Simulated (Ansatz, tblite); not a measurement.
# AlCl3: rung by rung

How do method and basis change the picture of AlCl3 (singlet)?

The runs use Ansatz 0.2.0, Gaussian basis; as each input shows.

Levels to be run: GFN1-xTB, GFN2-xTB, PBE-D4/def2-TZVP, r2SCAN-D4/def2-TZVP, ωB97M-V/def2-TZVP, B2PLYP/def2-TZVP, HF/def2-TZVP, r2SCANh-D4/def2-TZVP, r2SCAN0-D4/def2-TZVP, B97M-V/def2-TZVP, LDA/def2-TZVP, PBE-D4/def2-SVP, PBE0-D4/def2-SVP, HF/STO-3G, PBE0-D4/def2-TZVPD, PBE-D4/def2-TZVPD, r2SCAN-D4/def2-TZVPD, CCSD(T)/def2-TZVPP, MP2/def2-TZVP, RPA/def2-TZVP.

## Step 1: The structure

The singlet was relaxed beforehand with PBE-D4/def2-TZVP.

4 atoms, charge 0, spin multiplicity 1.

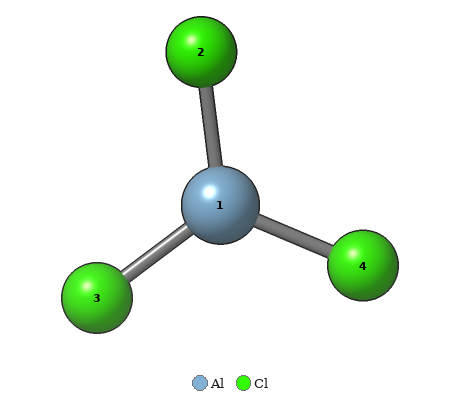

The geometry (aluminium light blue, chlorine green); atoms are numbered from 1 in the order of the file.

PBE0-D4/def2-TZVP was run before; its log isn't repeated, and its numbers join the tables.

## Step 2: GFN1-xTB

Tight binding, by tblite at 300 K electronic temperature and without a spin-polarisation term:

```python
tblite.interface.Calculator('GFN1-xTB', numbers, positions, charge=0, uhf=0).singlepoint()
```

Energy -388.3932 eV, HOMO -13.10 eV, LUMO -8.06 eV; 0.004 s.

## Step 3: GFN2-xTB

Tight binding, by tblite at 300 K electronic temperature and without a spin-polarisation term:

```python
tblite.interface.Calculator('GFN2-xTB', numbers, positions, charge=0, uhf=0).singlepoint()
```

Energy -406.0792 eV, HOMO -12.06 eV, LUMO -7.79 eV; 0.003 s.

## Step 4: PBE-D4/def2-TZVP

start.molden holds the orbitals of an earlier run on this state, given as this run's starting guess.

File in.yaml:

```yaml
crystal:
  periodic: [false, false, false]
  atoms:
    - {symbol: Al, position_ang: [-0.000016, -0.000010, 0.000006]}
    - {symbol: Cl, position_ang: [2.084253, -0.027714, 0.013160]}
    - {symbol: Cl, position_ang: [-1.018042, 1.818900, -0.017330]}
    - {symbol: Cl, position_ang: [-1.066195, -1.791186, 0.004164]}
basis:
  gaussian: {orbitals: def2-TZVP, initial_orbitals: start.molden}
hamiltonian: {xc: pbe, dispersion: d4}
scf: {omitted_lower_state_checks: [starts]}
output: {orbitals: {seedname: orbitals}}
```

Started as:

```
ansatz run in.yaml --threads 4 --pin off --events-out ev --progress --plain --max-ram 3916MiB
```

Further steps of the session: r2SCAN-D4/def2-TZVP; ωB97M-V/def2-TZVP; B2PLYP/def2-TZVP; HF/def2-TZVP; r2SCANh-D4/def2-TZVP; r2SCAN0-D4/def2-TZVP; B97M-V/def2-TZVP; LDA/def2-TZVP; PBE-D4/def2-SVP; PBE0-D4/def2-SVP; HF/STO-3G; PBE0-D4/def2-TZVPD; PBE-D4/def2-TZVPD; r2SCAN-D4/def2-TZVPD; CCSD(T)/def2-TZVPP; MP2/def2-TZVP; RPA/def2-TZVP.

Q: Predict the results of all the runs planned. Wanted: gap in def2-TZVP, named functionals and Hartree-Fock, smallest and largest; correlation energy, CCSD(T)/def2-TZVPP; correlation energy, MP2/def2-TZVP; binding an atom, CCSD(T)/def2-TZVPP; PBE0 total energy, smallest basis above largest.

**Answer**, as computed:

```
                                                                  quantity                            value
gap in def2-TZVP, named functionals and Hartree-Fock, smallest and largest     5.56 eV (LDA), 14.43 eV (HF)
                                    correlation energy, CCSD(T)/def2-TZVPP                        -19.16 eV
                                         correlation energy, MP2/def2-TZVP                        -16.77 eV
                                       binding an atom, CCSD(T)/def2-TZVPP                         3.246 eV
                           PBE0 total energy, smallest basis above largest  15.31 eV (def2-SVP, def2-TZVPD)
```

In words: Orbital gaps of the named functionals and Hartree-Fock in def2-TZVP span 5.56 eV (LDA) to 14.43 eV (HF); exact exchange widens it. A small miss in a minimal or small basis is a cancelling of errors, not accuracy. The functionals in def2-TZVP miss CCSD(T)/def2-TZVPP by +0.021 (B2PLYP) to +0.482 eV (LDA) an atom. CCSD(T)/def2-TZVPP isn't at the basis-set limit; small misses against it rank nothing.
